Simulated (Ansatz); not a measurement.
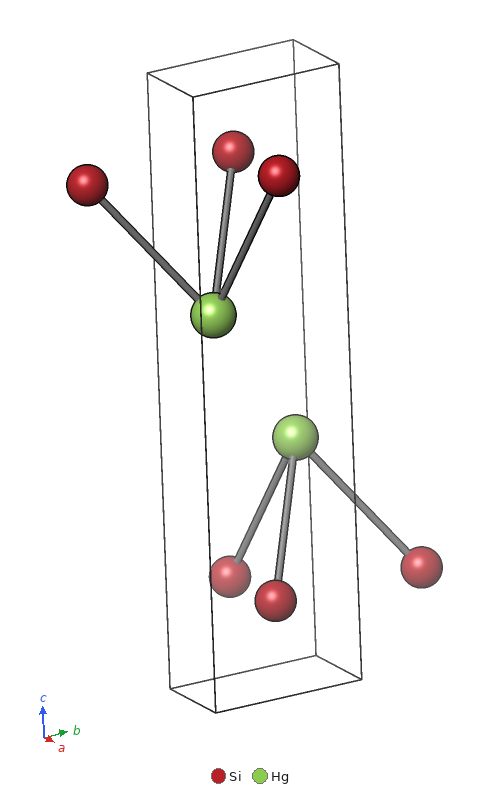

Drawn in the ball-and-stick manner and seen slightly off an axis. The lines enclose the simulation cell; boundary atoms appear with their images. Some neighbours outside the box are added.

```
CELL_PARAMETERS angstrom
3.18848 0.00000 0.00000
-1.59424 2.76130 0.00000
-1.59424 0.92043 9.60290
ATOMIC_POSITIONS crystal
Si 0.37457 0.62543 0.12371
Si 0.62543 0.37457 0.87629
Hg 0.87820 0.12180 0.63460
Hg 0.12180 0.87820 0.36540
```

Computational set-up: Ansatz 0.2.0, DFT, PAW plane waves, PBE, wavefunction cutoff 420 eV, a 10×10×10 sampling of the Brillouin zone, Fermi-Dirac smearing of 0.1 eV, no spin polarisation.

Q: How are the electrons shared out in a Bader analysis?

A: Si +0.08 e; Hg -0.08 e. Little charge moves, as in a metallic or covalent solid.

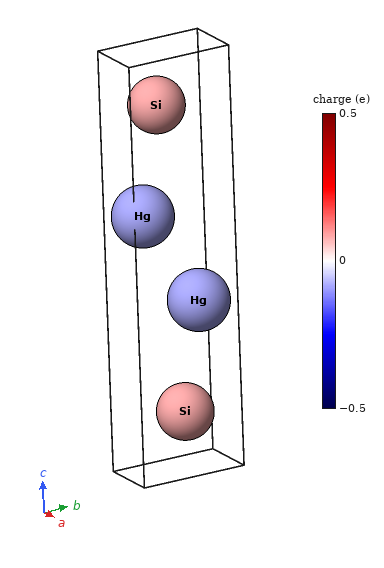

The atoms coloured by those charges.

The structure is a generated cell, made by putting these elements into a known structure type (the compound may or may not exist in this form); no relaxation was done. It went into a calculation with Ansatz.

At this level of theory the cell isn't at rest (forces up to 1.1 eV/Å), so its distances can differ from those at equilibrium, the more so the softer the solid.
